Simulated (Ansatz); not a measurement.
Na (Im-3m): Drude plasma energy against volume

The cell of Na (Im-3m) is scaled evenly and the response computed anew at each volume, on one mesh.

It takes space group Im-3m (No. 229, cubic). The conventional cell has a = 4.282 Å, b = 4.282 Å, c = 4.282 Å, α = 90.00°, β = 90.00°, γ = 90.00°. Around Na on site a lie 8 Na at 3.71 Å.

Method: Ansatz 0.2.0, r2SCAN, independent particles, k-mesh 14×14×14 with interpolation inside its cells, Gaussian parameter 0.1 eV.

Launch of the response step: `ansatz run input.yaml --threads 4 --pin off --max-ram 8192MiB --backend cpu --events-out ev --progress --plain --runs-dir out`. The series took 1.9 min in all, on 4 threads of Intel(R) Xeon(R) Processor @ 2.50GHz (Skylake/Cascade Lake) (shared host).

```
V/V₀  V (Å³, primitive cell)  Drude plasma energy (eV)
0.94                   36.90                     6.172
0.96                   37.69                     6.116
0.98                   38.47                     6.060
1.00                   39.26                     6.007
1.02                   40.04                     5.954
1.04                   40.83                     5.904
1.06                   41.61                         ?
```

For small changes the quantity should be close to linear in ln V.

Working, on the rows shown:

| x = ln(V/V₀) | y = Drude plasma energy |
| --- | --- |
| -0.0618754 | 6.172 |
| -0.040822 | 6.116 |
| -0.0202027 | 6.06 |
| 0 | 6.007 |
| 0.0198026 | 5.954 |
| 0.0392207 | 5.904 |

Means: x̄ = -0.010646, ȳ = 6.0355. Σ(x − x̄)(y − ȳ) = -0.019, Σ(x − x̄)² = 0.007154. Slope = -0.019 / 0.007154 = -2.656; intercept = ȳ − slope · x̄ = 6.0072. The line misses the rows shown by at most 0.00094 eV.

Q: What does the fit predict for the withheld row, and how well does it do?

A: At x = 0.058269 the line gives y = 5.8525 eV. The run gave 5.854 eV, so the extrapolation is off by 0.0015 eV, 0.5 % of the range in the table.

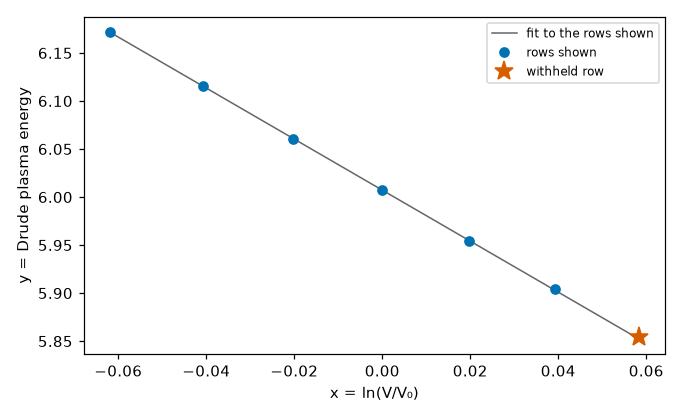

Between the rows on either side of x = 0 the slope is (5.954 − 6.06) / (0.019803 − (-0.020203)) = -2.65. So d ln ωp/d ln V = -0.44; free electrons would give −0.50. The cell comes from an older database entry, whose edges can be off by a per cent or so. The values come from a sum over the points of one k-mesh and carry its error, which is largest for Fermi-surface quantities.

[Logs are printed without paths, hosts, clocks, repeated set-up lines and the standing remarks that a program may print on its own settings, such as how far it seeks lower states.]
